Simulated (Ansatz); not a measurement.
## Electronic structure of Cl2Ga2H6N2 (SMILES [Cl][GaH-]1[NH2+][GaH-]([Cl])[NH2+]1) in real space

Input

```
crystal:
  periodic: [false, false, false]
  atoms:
    - {symbol: Cl, position_ang: [-1.771521, -1.760304, 1.642862]}
    - {symbol: Cl, position_ang: [-1.394444, 2.628418, -0.287586]}
    - {symbol: Ga, position_ang: [0.048596, -1.375315, 0.515565]}
    - {symbol: Ga, position_ang: [0.277286, 1.285980, -0.655031]}
    - {symbol: "N", position_ang: [0.692734, 0.426498, 1.104935]}
    - {symbol: "N", position_ang: [-0.529472, -0.471230, -1.174795]}
    - {symbol: H, position_ang: [1.150594, -2.463463, 0.353224]}
    - {symbol: H, position_ang: [0.107550, 0.805508, 1.852265]}
    - {symbol: H, position_ang: [1.658984, 0.484525, 1.425622]}
    - {symbol: H, position_ang: [1.511247, 1.733451, -1.492840]}
    - {symbol: H, position_ang: [-1.547904, -0.410458, -1.235567]}
    - {symbol: H, position_ang: [-0.203650, -0.883609, -2.048654]}
basis:
  gaussian:
    orbitals: def2-SVPD
hamiltonian:
  xc: pbe0
output: {forces: true, orbitals: {seedname: orbitals}}
```

Launched as:

```sh
ansatz run input.yaml --threads 2 --pin off --max-ram 6090MiB --events-out events.jsonl --progress --plain --runs-dir runs
```

Geometry: PBE0-D4/def2-SVP.

The calculation used isolated molecule in a Gaussian basis; Kohn-Sham density functional theory, functional PBE0 in Ansatz 0.2.0.

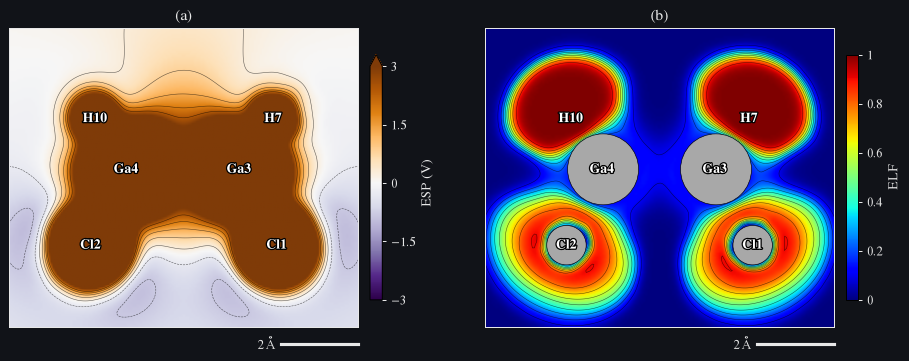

Figure 1. (a) molecular electrostatic potential; (b) electron localisation function on the plane of atoms Cl1, Ga3 and H7. Grey discs cover the atomic cores in the ELF map.

> What does the map show?

The plane passes through Cl, Ga and H nuclei. Ga–Cl (2.18 Å): the ELF peaks at about 0.85 in the valence shell of Cl, 0.8 Å from its nucleus, and is about 0.55 at the midpoint. Ga–H (1.56 Å): the ELF climbs to about 1 towards the hydrogen. The ELF also peaks beside Cl2 and Cl1, away from the bonds: lone-pair regions. Outside the dense part of the molecule the potential is most negative (−1.0 V) near Cl1 and Cl2.

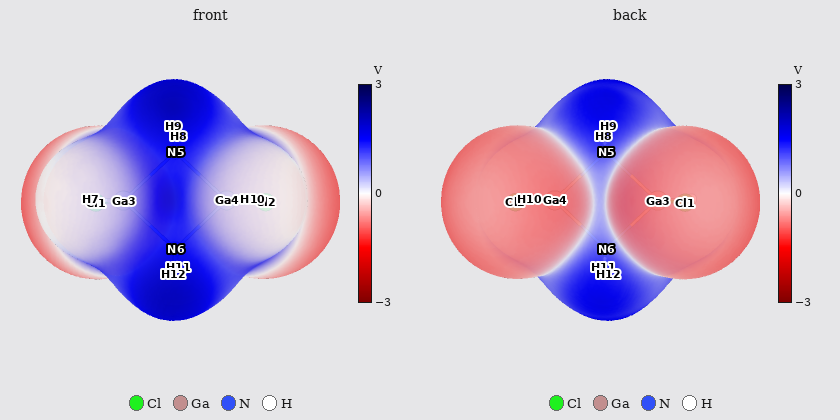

Figure 2. The molecular electrostatic potential painted on the density surface at 0.001 e/bohr³, seen from the front and from behind; the colour scale runs from red (negative) to blue (positive).

> Describe the electrostatic potential map.

The most negative region (about −0.9 V) lies over Cl1 and Cl2, the most positive (about +2.0 V) over H9 and H12.

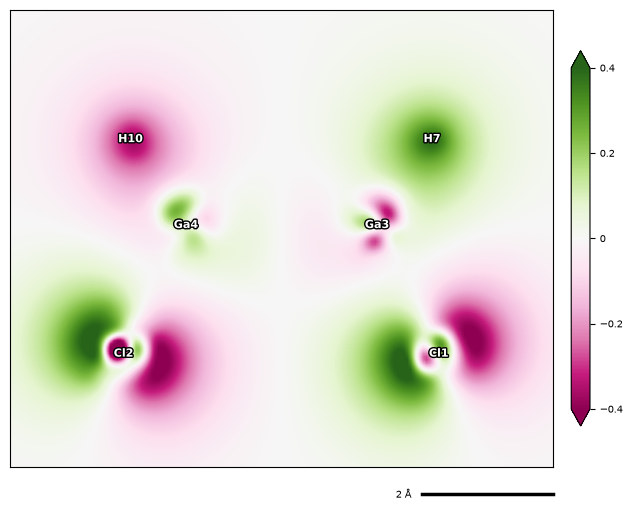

Figure 3. The HOMO on the plane of atoms Cl1, Ga3 and H7 (values in Å⁻³ᐟ²; the overall sign is arbitrary).

> Where does this orbital lie, and at what energy?

Its weight (Hirshfeld) is mainly on Cl1 (about 30 %), Cl2 (about 30 %), H7 (about 10 %), H10 (about 10 %), N5 (about 5 %) and N6 (about 5 %). Its energy is −8.27 eV.
